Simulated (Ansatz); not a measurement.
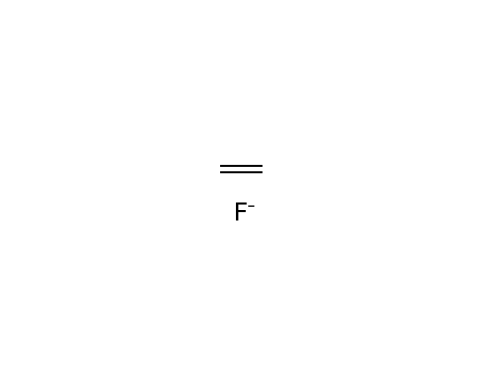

The drawing above gives the connectivity. The species has charge −1 and is a spin singlet. The computed structure is the end point of a PBE-D4/def2-SVPD optimisation. No frequency run is at hand to confirm it as a minimum.

What does the molecule look like in three dimensions?

Formula C₂H₄F⁻. SMILES: `C=C.[F-]`. Judged by distances it falls into 2 fragments: F, C2H4. It has no ring. Among its groups: alkene. The point group is Cs. All atoms lie on one plane. Coordination: 2 C trigonal planar.

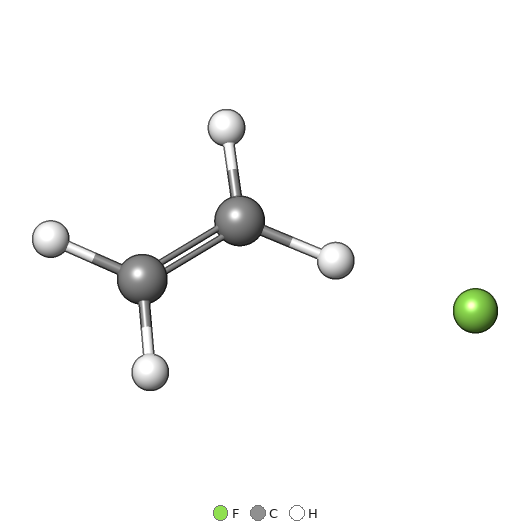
